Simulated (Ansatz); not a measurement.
C10H20HfN2O

Input file:

```
crystal:
  periodic: [false, false, false]
  atoms:
    - {symbol: C, position_ang: [-2.845152, -1.069393, -0.294879]}
    - {symbol: N, position_ang: [-1.989846, 0.027064, -0.659231]}
    - {symbol: C, position_ang: [-2.535889, 0.804675, -1.740817]}
    - {symbol: Hf, position_ang: [-0.059731, 0.345086, -0.026251]}
    - {symbol: O, position_ang: [0.024696, 2.299458, 0.131382]}
    - {symbol: N, position_ang: [-0.090776, -0.445903, 1.865143]}
    - {symbol: C, position_ang: [-1.048283, 0.263477, 2.689230]}
    - {symbol: C, position_ang: [0.601203, -1.446110, 2.625572]}
    - {symbol: C, position_ang: [0.775507, -1.110760, -1.887658]}
    - {symbol: C, position_ang: [1.380449, -1.610075, -0.718892]}
    - {symbol: C, position_ang: [2.297382, -0.636267, -0.251729]}
    - {symbol: C, position_ang: [2.264473, 0.468221, -1.125111]}
    - {symbol: C, position_ang: [3.101758, 1.699393, -1.039156]}
    - {symbol: C, position_ang: [1.304993, 0.177983, -2.126222]}
    - {symbol: H, position_ang: [-3.844713, -0.719378, 0.007912]}
    - {symbol: H, position_ang: [-2.995223, -1.777420, -1.127218]}
    - {symbol: H, position_ang: [-2.420830, -1.626899, 0.543813]}
    - {symbol: H, position_ang: [-3.518837, 1.226835, -1.479999]}
    - {symbol: H, position_ang: [-2.673842, 0.209210, -2.659022]}
    - {symbol: H, position_ang: [-1.882958, 1.648692, -1.986231]}
    - {symbol: H, position_ang: [0.607400, 3.052009, 0.089186]}
    - {symbol: H, position_ang: [-0.564233, 0.763619, 3.541566]}
    - {symbol: H, position_ang: [-1.816843, -0.413332, 3.092652]}
    - {symbol: H, position_ang: [-1.573442, 1.037254, 2.116770]}
    - {symbol: H, position_ang: [1.326297, -1.980194, 2.010927]}
    - {symbol: H, position_ang: [-0.094484, -2.191610, 3.042131]}
    - {symbol: H, position_ang: [1.143435, -1.009346, 3.479421]}
    - {symbol: H, position_ang: [0.020074, -1.607133, -2.478328]}
    - {symbol: H, position_ang: [1.176890, -2.566501, -0.259895]}
    - {symbol: H, position_ang: [2.913485, -0.717614, 0.632682]}
    - {symbol: H, position_ang: [4.038702, 1.571146, -1.589542]}
    - {symbol: H, position_ang: [3.359190, 1.938600, -0.005341]}
    - {symbol: H, position_ang: [2.587046, 2.560064, -1.471649]}
    - {symbol: H, position_ang: [1.032133, 0.835141, -2.941216]}
basis:
  gaussian: {orbitals: def2-TZVPP}
hamiltonian: {xc: pbe0, dispersion: d4}
output: {orbitals: {seedname: orbitals}}
```

Run with:

```sh
ansatz run in.yaml --threads 11 --pin off --events-out ev --progress --plain --max-ram 174080MiB --backend cuda --devices 0, --max-vram 75GiB
```

Geometry: PBE0-D4/def2-TZVP; core potentials replace the inner electrons of Hf.

All numbers below come from RKS PBE0-D4/def2-TZVPP in Ansatz.

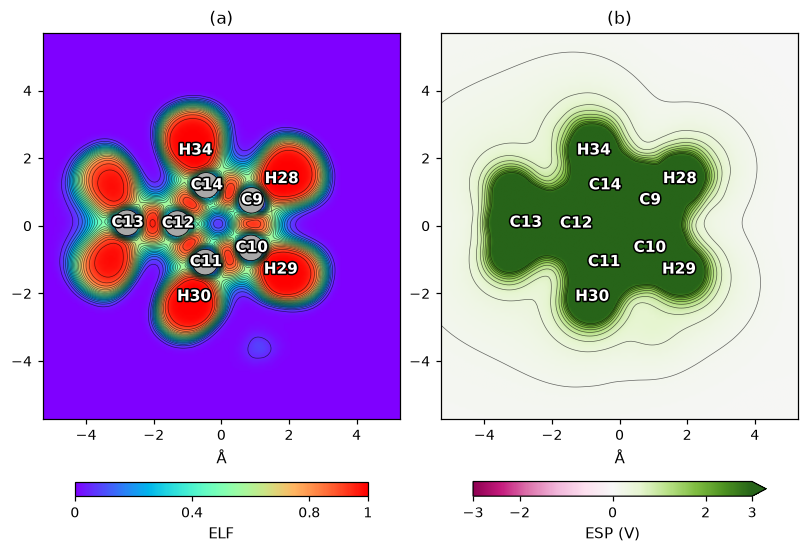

Figure 1. (a) ELF; (b) molecular electrostatic potential on the plane of atoms C12, C11 and H30. Grey discs cover the atomic cores in the ELF map.

Interpret the plot.

Answer.
- The plane passes through C and H nuclei.
- C–C (1.41 Å): the ELF peaks at about 0.95 between the atoms; a covalent bond.
- C–C (1.49 Å): the ELF peaks at about 0.95 between the atoms: localised, covalent bonding.
- The potential has no marked negative region in this plane.

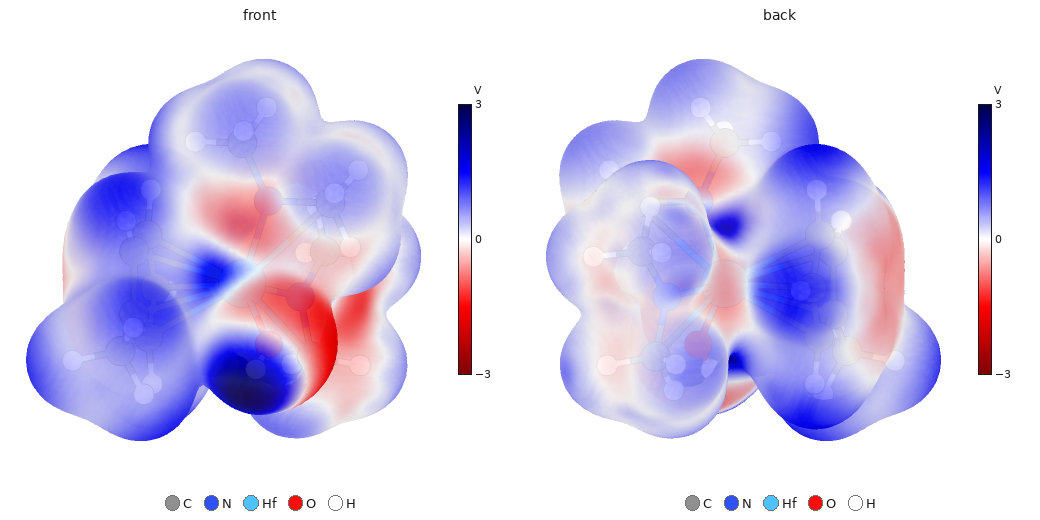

Figure 2. The electrostatic potential painted on the density surface at 0.004 e/bohr³, seen from the front and from behind; red is negative and blue positive.

Which sites attract a positive test charge, and which a negative one?

Answer. A positive charge is drawn to the negative regions and a negative charge to the positive ones. The most negative region (about −1.7 V, or −39 kcal/mol for a unit charge) lies over O5, the most positive (about +2.7 V, or +62 kcal/mol for a unit charge) over H21. O5 is the likeliest acceptor of a hydrogen bond.

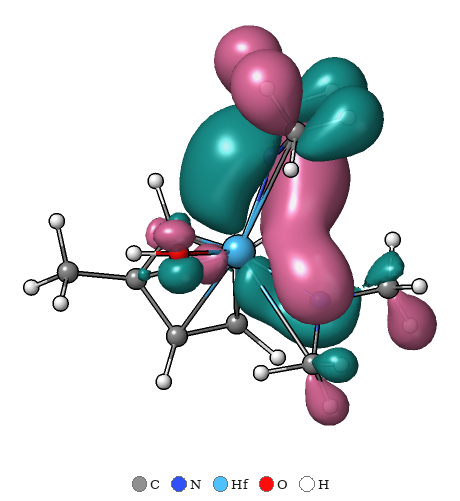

Figure 3. The HOMO−1 at ±0.08 Å⁻³ᐟ² (teal and pink are the two phases), seen at a tilt.

Where does this orbital lie, and at what energy?

Answer. It lies mainly on N6 (about 40 %), Hf4 (about 15 %), N2 (about 10 %) and C7 (about 5 %). Its energy is −6.07 eV.
